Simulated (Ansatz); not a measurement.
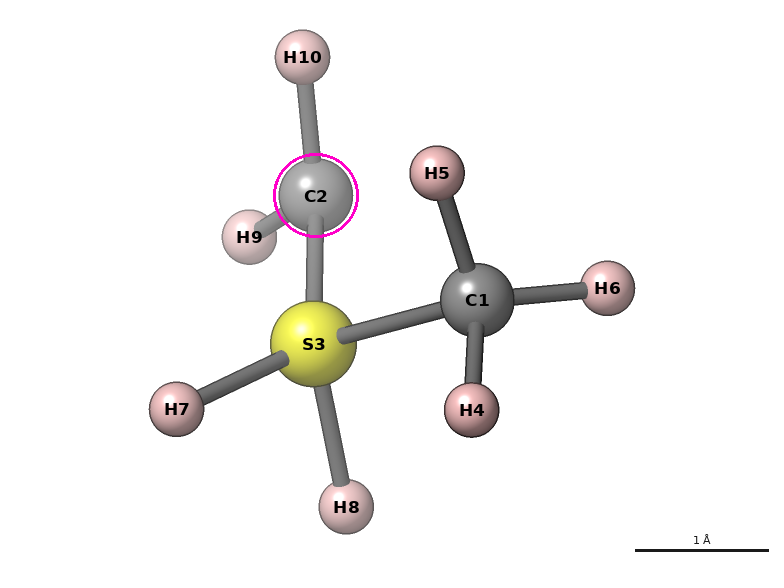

Orthographic view. Atoms fade into the background with distance from the viewer. State: charge +1, singlet. The computed structure is the end point of a PBE-D4/def2-SVP optimisation. No frequency run is at hand to confirm it as a minimum.

Name the neighbours of the circled atom.

Answer. The circled atom is C2; it is bonded to S3, H9, H10.

Which two atoms are farthest apart in space?

Answer. H4 and H9, 4.65 Å.

Of C1 and S3, which is nearer the viewer?

Answer. C1; the bond to S3 points away from the viewer, so it looks shorter than its 1.81 Å.

Which atom is farthest from the viewer?

Answer. H9, 2.3 Å behind the mean position.
